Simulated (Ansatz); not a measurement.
BrClFH4NOZr

```yaml
atoms:
  - { symbol: Zr, position_ang: [-0.5697, 0.0302, -0.2025] }
  - { symbol: Cl, position_ang: [-0.0988, -1.3754, 2.2062] }
  - { symbol: O, position_ang: [1.2740, 0.4876, -0.0749] }
  - { symbol: H, position_ang: [2.2329, 0.3809, 0.0266] }
  - { symbol: F, position_ang: [-1.2054, 0.8891, -1.7595] }
  - { symbol: N, position_ang: [-0.9765, -1.8527, -0.7670] }
  - { symbol: H, position_ang: [-1.3768, -2.1070, -1.6808] }
  - { symbol: H, position_ang: [-0.7491, -2.7034, -0.2362] }
  - { symbol: Br, position_ang: [-2.1980, 1.0545, 1.5848] }
  - { symbol: H, position_ang: [-1.1024, -0.4159, 2.3432] }
```

Core potentials replace the inner electrons of Zr.

These are results of RKS LDA/def2-SVP (Ansatz 0.2.0), not measurements.

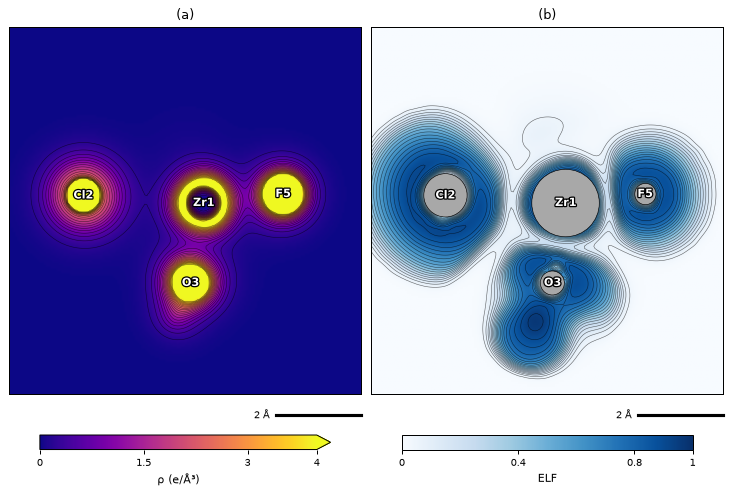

Figure 1. (a) electron density; (b) ELF on the plane of atoms O3, Zr1 and F5. Grey discs cover the atomic cores in the ELF map.

**Describe what can be read from this map.**

The section cuts through Zr, Cl, O and F sites.
Zr–F (1.89 Å): ρ at the midpoint is about 0.98 e/Å³; the ELF peaks at about 0.85 in the valence shell of F, 0.5 Å from its nucleus, and drops to about 0.20 between the two atoms.
Zr–O (1.90 Å): ρ is about 0.96 e/Å³ halfway; the ELF peaks at about 0.80 in the valence shell of O, 0.6 Å from its nucleus, and drops to about 0.25 between the two atoms.
Zr–Cl (2.83 Å): the density is about 0.21 e/Å³ at the midpoint; the ELF peaks at about 0.85 in the valence shell of Cl, 0.8 Å from its nucleus, and is about 0.20 at the midpoint.

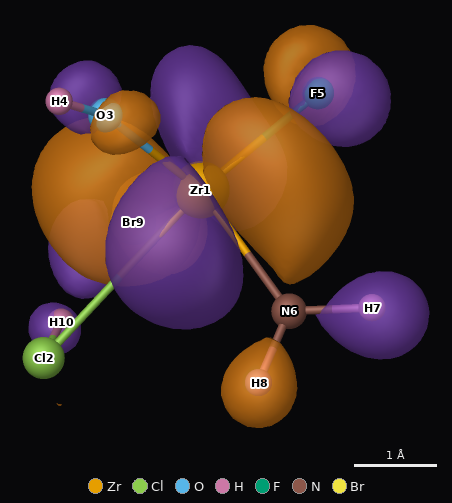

Figure 2. The LUMO at ±0.08 Å⁻³ᐟ² (orange and purple are the two phases), seen at a tilt.

**What is the character of this orbital?**

Its weight (Hirshfeld) is mainly on Zr1 (about 70 %) and F5 (about 10 %). Its energy is −2.21 eV.
